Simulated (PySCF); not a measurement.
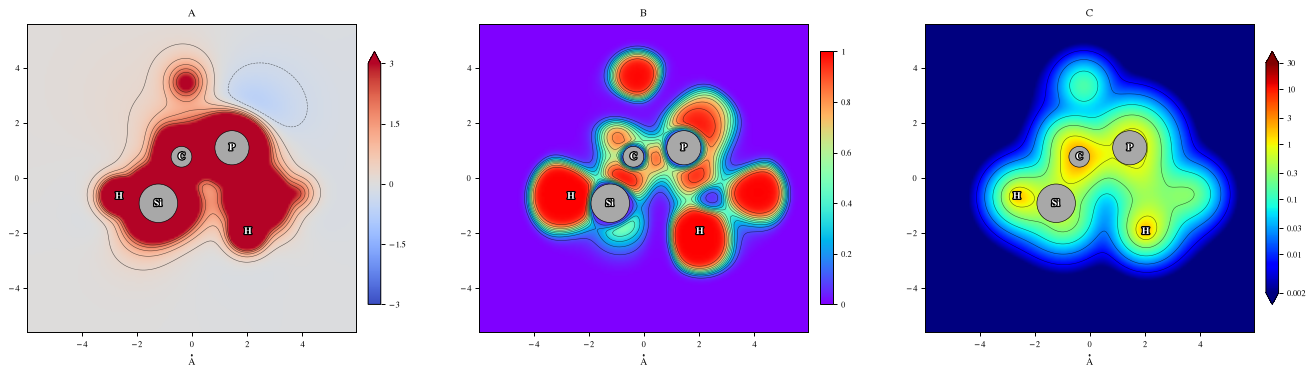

C₃H₁₁PSi₂: 3 fields on the plane of atoms Si4, C3 and P5, with unlabelled colour scales. Grey discs cover the atomic cores.

Geometry: GFN2-xTB.

Theory: PySCF, PBE0/def2-SVPD, SCF density, gas phase.

The panels show electron density, electron localisation function and electrostatic potential in some order. Assign them.

Answer. Panel A: electrostatic potential (strongly positive close to the atoms, with negative regions outside electron-rich atoms). Panel B: electron localisation function. Panel C: electron density. From the grid: C–P (1.86 Å): ρ is about 0.96 e/Å³ halfway; the ELF peaks at about 0.80 between the atoms: localised, covalent bonding. C–Si (1.89 Å): ρ at the midpoint is about 0.92 e/Å³; the ELF peaks at about 0.95 between the atoms, as expected for a covalent bond.
